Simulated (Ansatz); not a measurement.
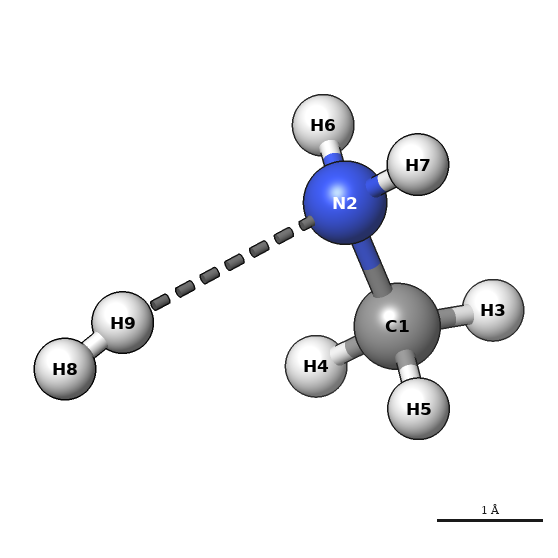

Two molecules or ions; the broken line marks their closest contact (measured against van der Waals radii). Geometry: a pair of rigid molecules at a changed separation. Program: Ansatz 0.2.0.

**Which two species are they?**

CH5N and H2 (`CN.[H][H]`).

**How long is the contact?**

N2···H9 is 2.67 Å.

Give the counterpoise-corrected interaction energy (kJ/mol, monomers kept as in the pair) with RHF-CCSD(T) (frozen core)/def2-TZVPPD; B3LYP-D4/def2-TZVPPD; r2SCAN-D4/def2-TZVPPD; ωB97M-V/def2-TZVPPD.

```tsv
level	interaction energy (kJ/mol)
RHF-CCSD(T) (frozen core)/def2-TZVPPD	−3.5
B3LYP-D4/def2-TZVPPD	−4.1
r2SCAN-D4/def2-TZVPPD	−3.3
ωB97M-V/def2-TZVPPD	−3.9
```
